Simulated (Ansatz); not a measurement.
```
Ga B As
1.0
     3.60727    0.00000    0.00000
    -1.80364    3.12399    0.00000
     0.00000    0.00000    9.00564
Ga B As
1 2 3
Direct
  0.33333 0.66667 0.66366
  0.00000 0.00000 0.01213
  0.66667 0.33333 0.31694
  0.00000 0.00000 0.78154
  0.33333 0.66667 0.39038
  0.66667 0.33333 0.08534
```

Space group P3m1; a structure generated by program, which may or may not match a known phase.

Method: Ansatz, DFT PBE, scalar-relativistic, plane waves, PAW.

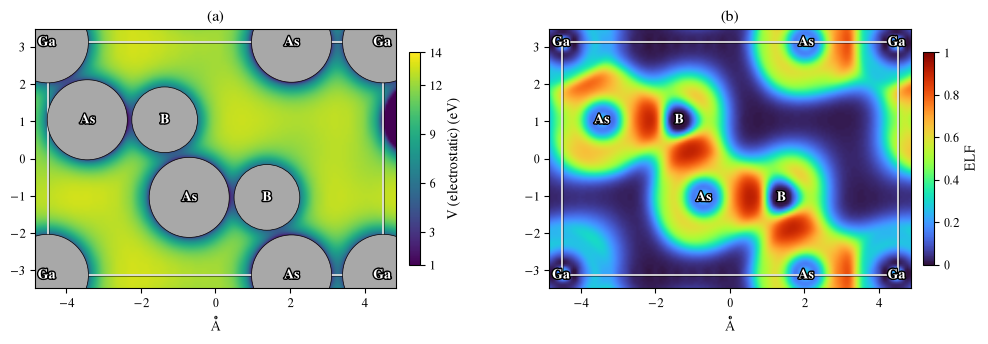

GaB2As3. (a) electrostatic potential energy of an electron; (b) electron localisation function on the (110) plane of the conventional cell. Grey discs cover the atomic cores in the potential map.

In a PAW calculation such maps are meaningful between the atoms, not at the nuclei.

> Describe what can be read from this map.

Atoms in the plane: Ga, B and As.
B–As (2.08 Å): the ELF peaks at about 0.90 between the atoms: a shared electron pair.
Ga–As (2.34 Å): the ELF peaks at about 0.80 between the atoms; a covalent bond.
B–As (2.18 Å): the ELF peaks at about 0.90 between the atoms: a shared electron pair.
Ga–As (2.46 Å): the ELF peaks at about 0.80 between the atoms, as expected for localised, covalent bonding.
Outside the cores the potential energy rises away from the atoms and is highest about 2.2 Å from the nearest atoms; its zero is arbitrary.

> What Bader charges does the calculation give?

Electrons move from Ga towards As. Bader charges: Ga +0.65, B +0.13 and As −0.59 to −0.09 e.
